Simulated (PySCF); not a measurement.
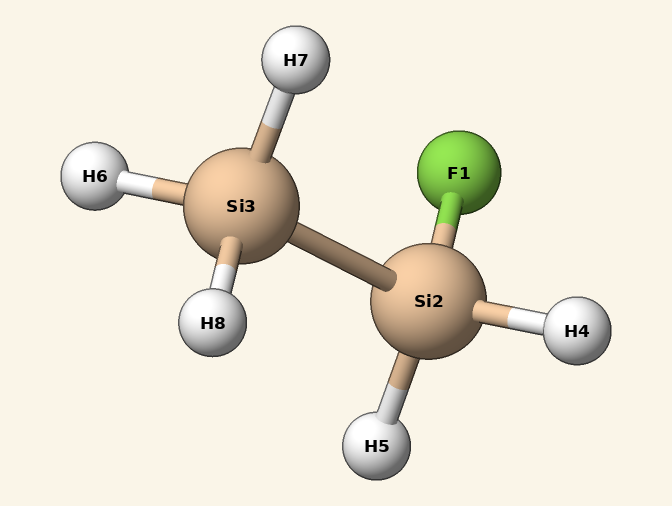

Every bond is drawn as one stick. The geometry was computed by an optimisation with PBE0-D3(BJ)/def2-SVP. No frequency run is at hand to confirm it as a minimum. Method: PBE0/pcSseg-1 (PySCF 2.14.0).

List the Mayer bond orders of F1–Si2, Si2–Si3, Si2–H4, Si3–H6, Si3–H8 (one bond of each equivalent set).

| bond | Mayer order | length (Å) |
| --- | --- | --- |
| F1–Si2 | 0.89 | 1.633 |
| Si2–Si3 | 0.91 | 2.342 |
| Si2–H4 | 0.90 | 1.493 |
| Si3–H6 | 0.93 | 1.494 |
| Si3–H8 | 0.92 | 1.496 |
